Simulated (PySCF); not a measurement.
## NMR shielding calculation of C₆H₁₆OSSi

- system: C₆H₁₆OSSi
- method: GIAO PBE0/pcSseg-1 NMR shielding, non-relativistic, gas phase (PySCF 2.14.0)

The geometry comes from this level: GFN2-xTB. It belongs to a series of runs on one base structure; here: constitutional isomer. Figures and captions count atoms from 1; the log counts them from 0 in places.

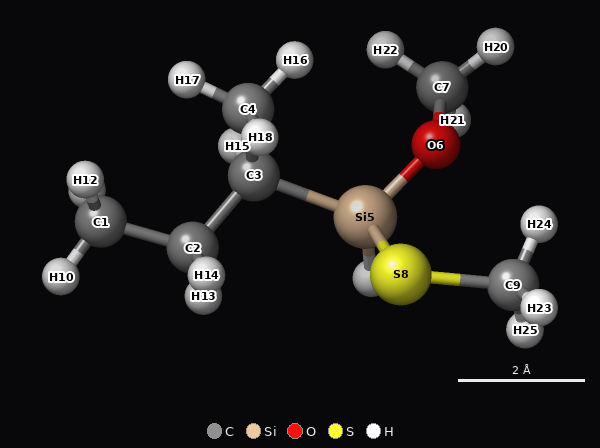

Fig. 1: The input geometry (ball-and-stick view, seen at a tilt; atoms are numbered from 1 in the order of the input).

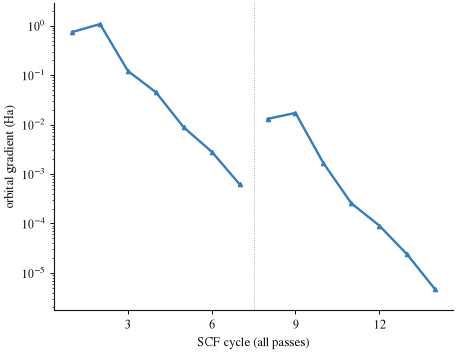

Fig. 2: Convergence of the self-consistent field: orbital gradient against the SCF cycle. The dotted line marks the change from a coarse to the final integration grid. The first 7 cycles use a coarse grid, the final grid takes over at cycle 8, and the field converges after 14 cycles in all.

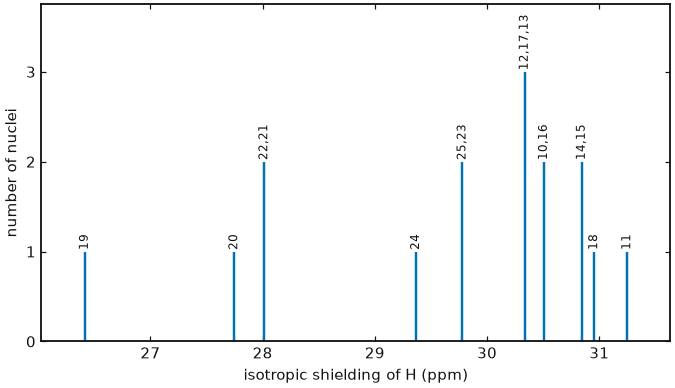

Fig. 3: Isotropic shieldings of the hydrogen nuclei in this fixed geometry, labelled by atom number; shielding grows to the right, so chemical shift grows to the left. The least shielded is H19 (26.4 ppm), the most shielded H11 (31.2 ppm).

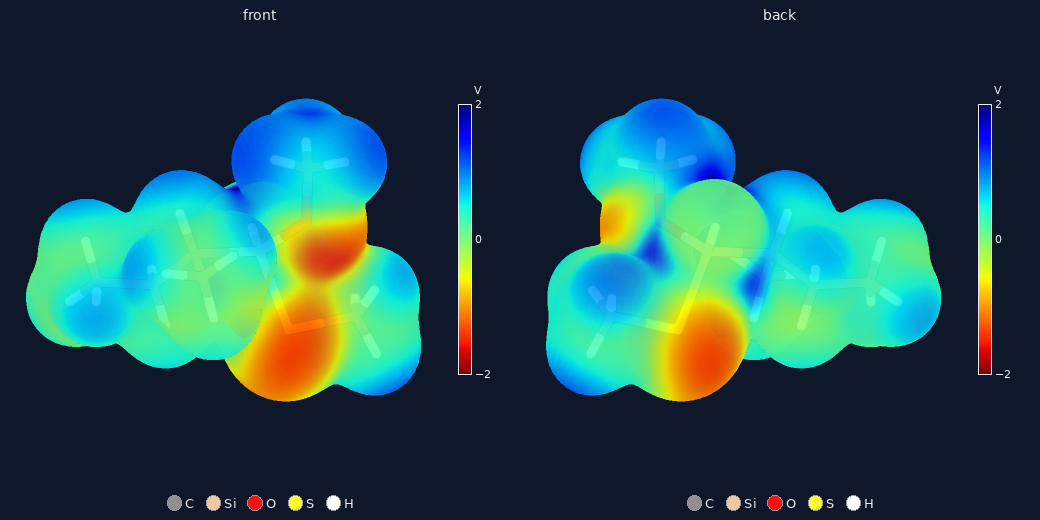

Fig. 4: The molecular electrostatic potential painted on the density surface at 0.004 e/bohr³, seen at a tilt and from behind; the colour scale runs from red (negative) to blue (positive).

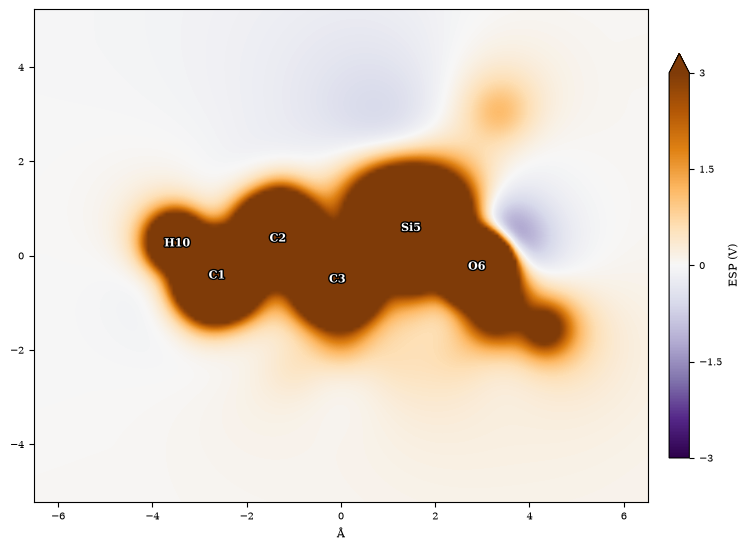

Fig. 5: Molecular electrostatic potential on the plane of atoms C3, Si5 and O6. Atoms in the plane: C, Si, O and H.

The input and output of the run follow.

Input
```
{"job": {"kind": "nmr", "xc": "PBE0", "basis": "pcSseg-1"}, "charge": 0, "multiplicity": 1}
C      3.375153    -0.470641     0.593554
C      1.890844    -0.813525     0.657377
C      0.979492     0.290389     0.113997
C      1.207237     0.526558    -1.380386
Si    -0.847537    -0.123647     0.466124
O     -1.906333     0.958133    -0.126876
C     -2.008384     2.314813     0.198977
S     -1.359726    -1.923117    -0.561335
C     -3.173022    -1.880816    -0.419351
H      3.958286    -1.245351     1.086375
H      3.570917     0.475900     1.094376
H      3.718094    -0.394680    -0.434594
H      1.623032    -1.009079     1.698163
H      1.701344    -1.729847     0.095351
H      1.226696     1.217234     0.645963
H      0.511004     1.270579    -1.763759
H      2.217301     0.881774    -1.573627
H      1.052760    -0.399083    -1.930881
H     -1.073428    -0.295183     1.906463
H     -2.798462     2.746498    -0.415041
H     -2.260292     2.437182     1.254093
H     -1.069163     2.834152     0.000652
H     -3.554024    -2.705473    -1.011469
H     -3.535888    -0.935603    -0.805730
H     -3.456834    -2.003021     0.620719
```

The first line tells a small driver script what to run in PySCF; the rest is the geometry in Å.

Command:
```bash
OMP_NUM_THREADS=1 python <driver script> task.json out
```

What the program printed
```
coarse grid: 20776 points
cycle   1  E = -1000.3562733654  dE =  7.746e-01  |g| = 7.423e-01  |ddm| = 4.291e+00
cycle   2  E = -1000.2447260733  dE =  1.115e-01  |g| = 1.077e+00  |ddm| = 1.672e+00
cycle   3  E = -1000.4687174044  dE = -2.240e-01  |g| = 1.209e-01  |ddm| = 1.119e+00
cycle   4  E = -1000.4713593009  dE = -2.642e-03  |g| = 4.501e-02  |ddm| = 1.500e-01
cycle   5  E = -1000.4718224161  dE = -4.631e-04  |g| = 8.729e-03  |ddm| = 4.917e-02
cycle   6  E = -1000.4718396600  dE = -1.724e-05  |g| = 2.821e-03  |ddm| = 1.179e-02
cycle   7  E = -1000.4718414665  dE = -1.807e-06  |g| = 6.177e-04  |ddm| = 3.151e-03
final grid: 188080 points
cycle   8  E = -1000.5387900610  dE = -5.016e-05  |g| = 1.302e-02  |ddm| = 3.386e-02
cycle   9  E = -1000.5387640155  dE =  2.605e-05  |g| = 1.717e-02  |ddm| = 2.259e-02
cycle  10  E = -1000.5388277000  dE = -6.368e-05  |g| = 1.662e-03  |ddm| = 1.354e-02
cycle  11  E = -1000.5388282387  dE = -5.387e-07  |g| = 2.558e-04  |ddm| = 1.662e-03
cycle  12  E = -1000.5388282509  dE = -1.221e-08  |g| = 9.071e-05  |ddm| = 3.223e-04
cycle  13  E = -1000.5388282528  dE = -1.925e-09  |g| = 2.360e-05  |ddm| = 1.087e-04
cycle  14  E = -1000.5388282530  dE = -1.310e-10  |g| = 4.652e-06  |ddm| = 2.274e-05
converged SCF energy = -1000.5388282530

GIAO shielding tensors (ppm)
atom      isotropic    diamagn.    paramagn.     s11        s22        s33       span
  0 C      171.807     245.445     -73.638    152.625    174.370    188.426     35.802
  1 C      162.097     250.119     -88.022    152.657    161.684    171.950     19.293
  2 C      162.172     257.212     -95.039    156.479    159.691    170.347     13.868
  3 C      173.633     250.147     -76.514    160.154    174.634    186.112     25.958
  4 Si     341.159     883.556    -542.397    305.919    352.603    364.954     59.036
  5 O      322.419     400.931     -78.512    280.496    330.891    355.870     75.374
  6 C      134.260     243.550    -109.290    107.879    109.351    185.549     77.670
  7 S      693.049    1062.811    -369.762    599.417    665.450    814.280    214.862
  8 C      175.405     250.940     -75.535    167.057    167.562    191.596     24.539
  9 H       30.491      27.246       3.245     25.482     27.705     38.286     12.804
 10 H       31.248      29.565       1.683     26.811     29.109     37.824     11.013
 11 H       30.321      29.746       0.576     25.084     30.011     35.869     10.785
 12 H       30.349      33.414      -3.065     24.004     31.085     35.958     11.954
 13 H       30.828      33.851      -3.023     24.616     32.364     35.504     10.889
 14 H       30.858      36.580      -5.722     27.402     29.634     35.539      8.138
 15 H       30.519      33.109      -2.590     25.251     29.727     36.579     11.328
 16 H       30.333      32.471      -2.139     24.653     29.344     37.002     12.348
 17 H       30.953      33.346      -2.393     26.202     30.469     36.188      9.986
 18 H       26.414      32.673      -6.258     23.907     24.110     31.226      7.319
 19 H       27.745      27.989      -0.243     23.127     25.216     34.893     11.766
 20 H       28.024      28.996      -0.972     23.865     25.209     34.998     11.133
 21 H       28.002      31.090      -3.088     22.706     26.948     34.351     11.644
 22 H       29.788      28.858       0.930     23.747     26.774     38.843     15.097
 23 H       29.365      30.959      -1.593     22.203     29.617     36.276     14.073
 24 H       29.772      29.697       0.075     24.006     27.256     38.053     14.046
```

Summary

```json
{"quantity": "outcome", "value": "converged"}
{"quantity": "total energy", "value": "−1000.538828 hartree"}
{"quantity": "HOMO", "value": "−6.60 eV"}
{"quantity": "LUMO", "value": "0.66 eV"}
{"quantity": "dipole moment", "value": "2.40 D"}
{"quantity": "isotropic shielding, C", "value": "134.3 to 175.4 ppm"}
{"quantity": "isotropic shielding, Si", "value": "341.2 ppm"}
{"quantity": "isotropic shielding, O", "value": "322.4 ppm"}
{"quantity": "isotropic shielding, S", "value": "693.0 ppm"}
{"quantity": "isotropic shielding, H", "value": "26.4 to 31.2 ppm"}
{"quantity": "hardware", "value": "1 CPU thread, shared host"}
{"quantity": "wall time", "value": "73 s"}
{"quantity": "peak memory", "value": "1.1 GiB"}
```
